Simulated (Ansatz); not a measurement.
```json
{"atom": "C", "x (Å)": "-1.7909", "y (Å)": "0.7836", "z (Å)": "0.2955"}
{"atom": "C", "x (Å)": "-1.0625", "y (Å)": "-0.0894", "z (Å)": "1.3068"}
{"atom": "Se", "x (Å)": "0.4058", "y (Å)": "0.8449", "z (Å)": "2.2660"}
{"atom": "H", "x (Å)": "-2.2049", "y (Å)": "1.6750", "z (Å)": "0.7702"}
{"atom": "H", "x (Å)": "-2.6123", "y (Å)": "0.2244", "z (Å)": "-0.1657"}
{"atom": "H", "x (Å)": "-1.1191", "y (Å)": "1.1096", "z (Å)": "-0.5021"}
{"atom": "H", "x (Å)": "-0.6381", "y (Å)": "-0.9818", "z (Å)": "0.8483"}
{"atom": "H", "x (Å)": "-1.7270", "y (Å)": "-0.4112", "z (Å)": "2.1103"}
{"atom": "H", "x (Å)": "1.2116", "y (Å)": "1.0766", "z (Å)": "1.0550"}
```

Geometry: B3LYP-D3(BJ)/6-311G**.

All numbers below come from Ansatz, isolated molecule in a Gaussian basis; Kohn-Sham density functional theory, functional PBE0.

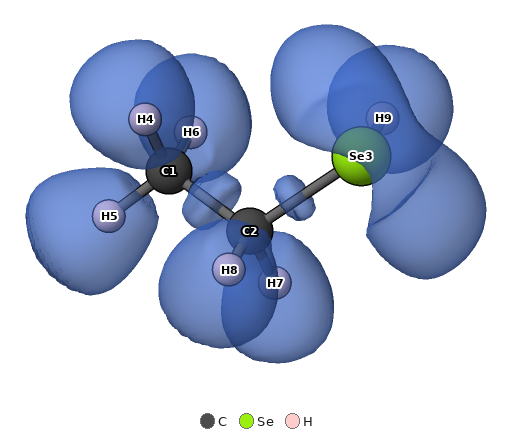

C2H6Se (SMILES CC[SeH]). Isosurface of the ELF at 0.8 (blue), seen at a tilt. Core shells and regions of very low density are left out.

Where are the electrons localised?

Answer. The surface consists of one region between bonded C–C atoms (shared pairs), one region between bonded C–Se atoms (shared pairs), six regions around hydrogen nuclei and one region wrapped around Se (its valence shell).

Values along the shortest contacts:
C–C (1.52 Å): the ELF peaks at about 0.95 between the atoms: a shared electron pair. C–Se (1.99 Å): the ELF peaks at about 0.90 between the atoms, as expected for a covalent bond.
